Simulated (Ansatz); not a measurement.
A series of calculations on GaH5SO2

## 1. Relaxation

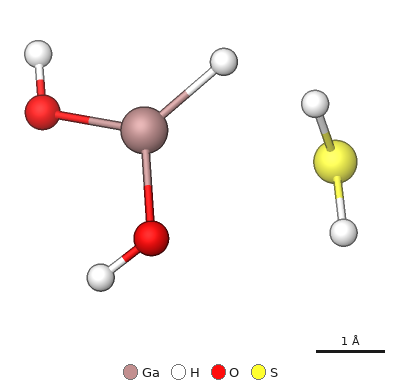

GaH5SO2, before the relaxation. The picture is a ball-and-stick view, seen at a tilt.

The run prepares an end point of a later path (reaction) calculation, from a guessed geometry.

Theory: Ansatz 0.2.0, RKS B3LYP-D4/def2-SVP.

The input:
```yaml
crystal:
  periodic: [false, false, false]
  atoms:
    - { symbol: Ga, position_ang: [-0.05307, -0.410273, 0.169247] }
    - { symbol: H, position_ang: [-0.335883, -0.350418, 1.708356] }
    - { symbol: O, position_ang: [1.645371, -0.322956, -0.374547] }
    - { symbol: H, position_ang: [1.743164, -0.343284, -1.335825] }
    - { symbol: O, position_ang: [-1.24588, -0.612049, -1.149637] }
    - { symbol: H, position_ang: [-2.167478, -0.659565, -0.865653] }
    - { symbol: S, position_ang: [-0.063315, 2.743249, 1.606097] }
    - { symbol: H, position_ang: [1.262027, 2.583904, 1.385157] }
    - { symbol: H, position_ang: [-0.165436, 1.465691, 2.124005] }
basis:
  gaussian: { orbitals: def2-SVP }
hamiltonian:
  xc: b3lyp
  dispersion: d4
relax:
  f_tol: 0.03
  max_steps: 50
```

Command:
```bash
ansatz run input.yaml --threads 2 --pin off --max-ram 3072MiB --backend cpu --events-out ev --progress --plain --runs-dir out
```

Q: Where does the relaxation end?

A: The atom that moves furthest after the best rigid fit is H8 (0.93 Å). By element the largest moves are H 0.93 Å, S 0.57 Å, O 0.44 Å, Ga 0.22 Å. Some distances before and after: Ga1–S7 3.465 → 2.804 Å, Ga1–O3 1.786 → 1.817 Å, S7–H9 1.382 → 1.354 Å, Ga1–O5 1.790 → 1.801 Å. Among the angles between lasting bonds that change: O3–Ga1–O5 114.5° → 110.0°, H2–Ga1–O3 118.0° → 120.5°. Groups turn about Ga1–O3 by about 20°. After 11 accepted moves (12 points after the start) the energy has fallen by 7.63 kcal/mol. The largest force component goes from 0.8 to 0.014 eV/Å. The line search rejected the trial step at point 8 of the run. Cost: 62 s on 2 threads of Arm Neoverse N1, with other jobs on the host, peak memory 0.24 GiB.

Final geometry:

```xyz
9

Ga   -0.1397   -0.3540    0.3647
H    -0.4878   -1.0501    1.7137
O     1.5893   -0.0103   -0.0768
H     1.7178    0.0040   -1.0348
O    -1.1755   -0.2948   -1.1075
H    -2.0999   -0.5347   -0.9699
S    -0.1487    2.3091    1.2439
H     1.0521    2.0467    0.6610
H     0.3119    1.9784    2.4730
```

After the run, drawn alike:

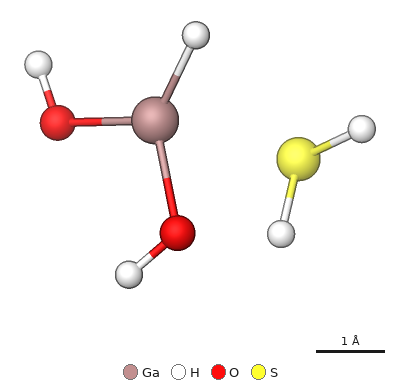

## 2. Relaxation

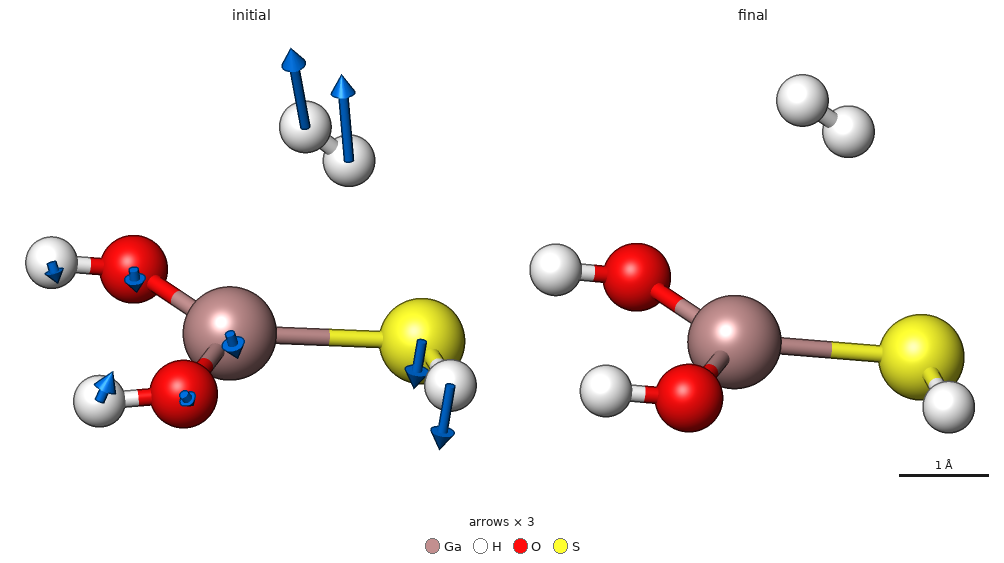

The structure of GaH₅SO₂ before (left) and after (right) a relaxation, at one scale. The blue arrows give the displacements, 3 times their true length.

The picture is a ball-and-stick view, seen at a tilt.

The run prepares an end point of a later path (reaction) calculation, from a guessed geometry.

Computed with RKS B3LYP-D4/def2-SVP in Ansatz. Set-up: no spin polarisation; force threshold 0.03 eV/Å; at most 50 steps.

What changed between the two?

The largest move after the best rigid fit is that of an H atom, 0.38 Å. By element the largest moves are H 0.38 Å, S 0.21 Å, Ga 0.13 Å, O 0.11 Å. Among the contacts that change: Ga–S 2.250 → 2.199 Å, H–H 0.720 → 0.762 Å. The energy falls by 3.03 kcal/mol in 5 accepted moves (6 points after the start). The largest force component goes from 1.8 to 0.013 eV/Å. The line search rejected the trial step at point 3 of the run.

Limits of the set-up: the start holds two separate molecules, 2.5 Å apart at their closest, whose relative position is a soft coordinate.

## 3. Path

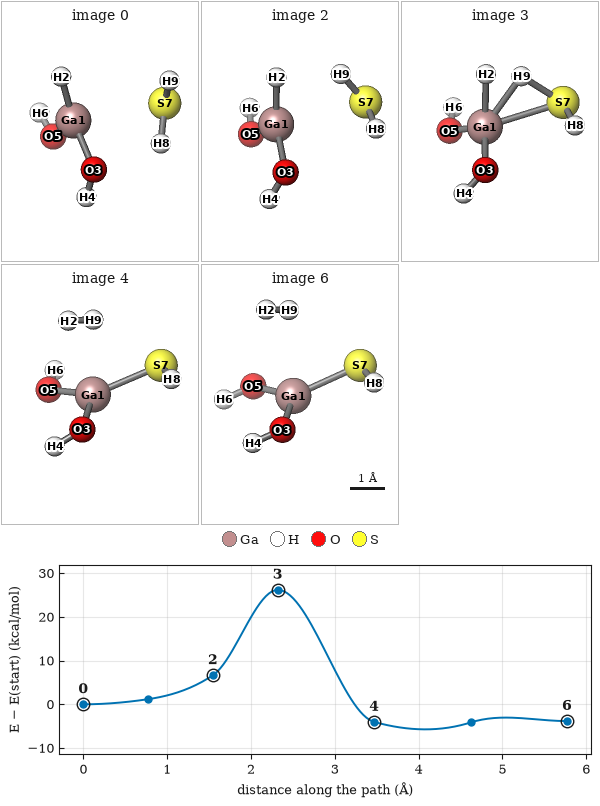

NEB run on GaH5SO2, made up at the start of GaH3O2 and H₂S. Images are numbered from 0 (start) to 6 (end). Style: ball-and-stick. Shown at a tilt.

All numbers below come from RKS B3LYP-D4/def2-SVP (Ansatz). Set-up: 5 movable images; climbing image; force threshold 0.05 eV/Å; iteration limit 60; starting path through a guess of the saddle point.

Q: Describe the mechanism and the energy profile.

A: The highest point, image 3, lies 26.2 kcal/mol above the start and 30.0 kcal/mol above the end; the end is at −3.8 kcal/mol relative to the start. Image 5 lies below both ends, at −4.2 kcal/mol, which points to an intermediate minimum that so few images don't resolve. Breaking: Ga1–H2 (1.56 → 1.75 at the top → 3.23 Å), S7–H9 (1.35 → 1.67 at the top → 3.15 Å). Forming: Ga1–S7 (2.80 → 2.46 at the top → 2.20 Å), H2–H9 (3.22 → 1.10 at the top → 0.76 Å). The band converged in 23 iterations, with a climbing image at the top. At the top, the vibrational analysis gives one imaginary mode (1213i cm⁻¹), as a transition state must have.
